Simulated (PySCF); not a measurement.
The calculation's input:

```
{"job": {"kind": "nmr", "xc": "PBE0", "basis": "pcSseg-2"}, "charge": 0, "multiplicity": 1}
Si     1.570025    -1.166126    -1.456508
Cl    -0.359729    -0.480024    -2.317195
B      0.031079    -0.951663    -0.265615
Si    -0.112597     0.769433     0.775695
H     -0.675188    -1.889227     0.027840
H      0.281456     0.514246     2.199380
H      0.807181     1.831979     0.247002
H     -1.496089     1.342835     0.761538
```

Launched as:

```sh
OMP_NUM_THREADS=1 python cluster_run.py task.json out
```

Geometry: PBE0-D3(BJ)/def2-SVP.

All numbers below come from PBE0/pcSseg-2, SCF density, gas phase, non-relativistic in PySCF 2.14.0.

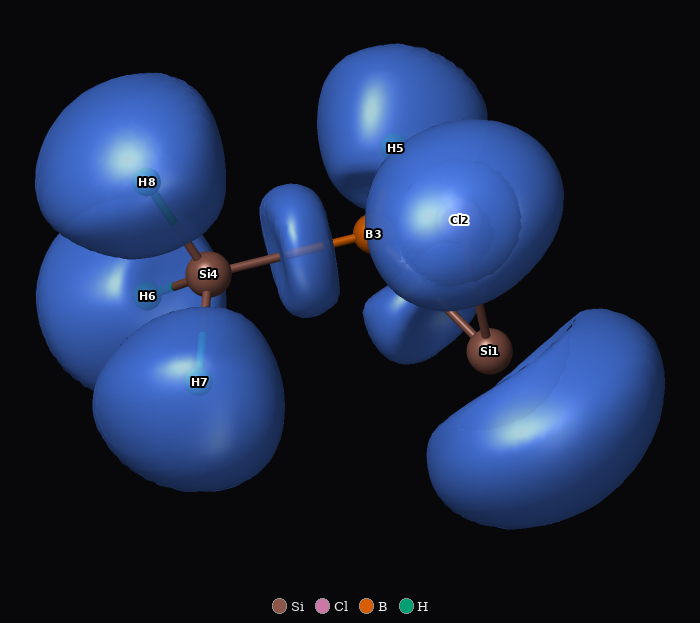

BClH4Si2 (SMILES [SiH3]B[Si]Cl). Isosurface of the ELF at 0.8 (blue), seen at an oblique angle. Core shells and regions of very low density are left out.

### Where are the electrons localised?

The ELF exceeds this value in two regions between bonded B–Si atoms (shared pairs), four regions around hydrogen nuclei, one lobe on Si, pointing away from the bonds (lone pairs) and one region wrapped around Cl (its lone pairs, merged into a ring or cap). Profiles from the grid: Si–B (1.96 Å): the ELF peaks at about 0.95 between the atoms: localised, covalent bonding. Si–Cl (2.22 Å): the ELF peaks at about 0.80 between the atoms: a shared but strongly polarised pair.
